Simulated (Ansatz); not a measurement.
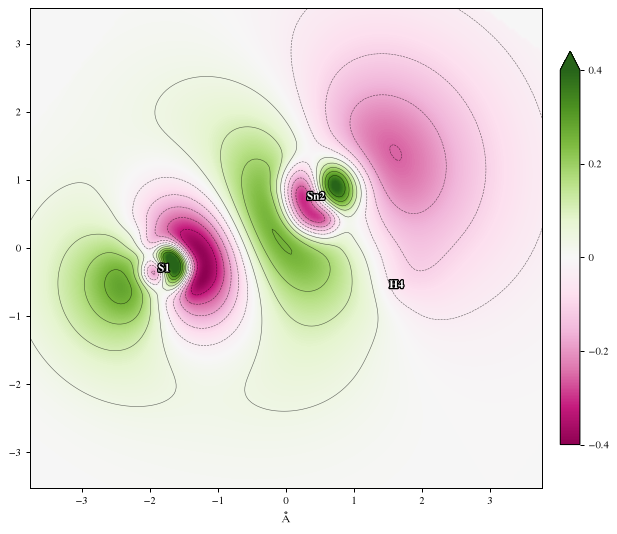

*H₃SSn (SMILES [SH][SnH2]) (doublet). The LUMO (α) on the plane of atoms S1, Sn2 and H4 (values in Å⁻³ᐟ²; the overall sign is arbitrary).*

Core potentials replace the inner electrons of Sn.

Level of theory: UKS B3LYP-D4/def2-SVP (Ansatz 0.2.0).

```yaml
atoms:
  - { symbol: S, position_ang: [1.0813, -0.8541, 0.9852] }
  - { symbol: Sn, position_ang: [-0.0256, 0.4002, -0.8270] }
  - { symbol: H, position_ang: [0.2700, -1.9315, 0.8632] }
  - { symbol: H, position_ang: [-1.7483, 0.2725, -0.5534] }
  - { symbol: H, position_ang: [0.4725, 2.0393, -0.5094] }
```

Question: Where does this orbital lie, and at what energy?

Answer: By Hirshfeld shares it lies mainly on Sn2 (about 65 %) and S1 (about 25 %). Its energy is −0.67 eV.
